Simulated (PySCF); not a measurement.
SMILES COCCOCC[O] (C5H11O3), doublet at its GFN2-xTB optimised geometry (Å):

```
19

C     -2.0495    -1.0759    -4.6600
O     -1.8062    -0.6917    -3.3308
C     -1.4364    -1.7672    -2.5042
C     -1.0852    -1.2201    -1.1259
O      0.2542    -0.7823    -1.1332
C      0.6676    -0.1176     0.0000
C      0.2304     1.4297     0.0000
O      0.5267     1.9922     1.1331
H     -2.8689    -1.8033    -4.7193
H     -1.1549    -1.5148    -5.1176
H     -2.3266    -0.1719    -5.1975
H     -2.2676    -2.4851    -2.4200
H     -0.5607    -2.2894    -2.9159
H     -1.2228    -1.9922    -0.3555
H     -1.7590    -0.3786    -0.9062
H      1.7590    -0.1176     0.0000
H      0.2841    -0.5608     0.9263
H      0.6697     1.9030    -0.8996
H     -0.8735     1.3366    -0.1417
```

Level of theory: unrestricted CAM-B3LYP/def2-SVP run with PySCF. Cells within 0.4 Å of a nucleus heavier than hydrogen are left out (blank, or x).

Map of the HOMO−1 amplitude (α) (bohr^(-3/2)) on the plane z = 0.0 Å; orbital energy -8.97 eV, overall sign arbitrary:

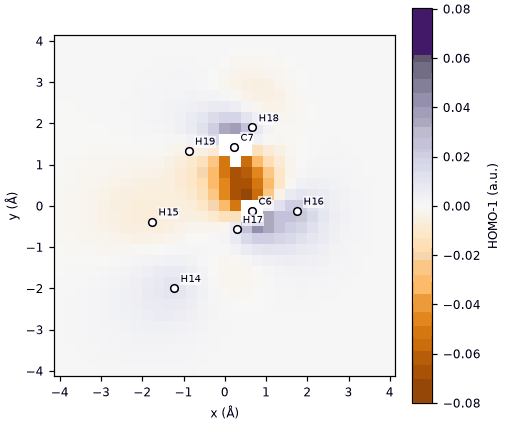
HOMO−1 amplitude (α) (bohr^(-3/2)) on the plane z = 0.0 Å.
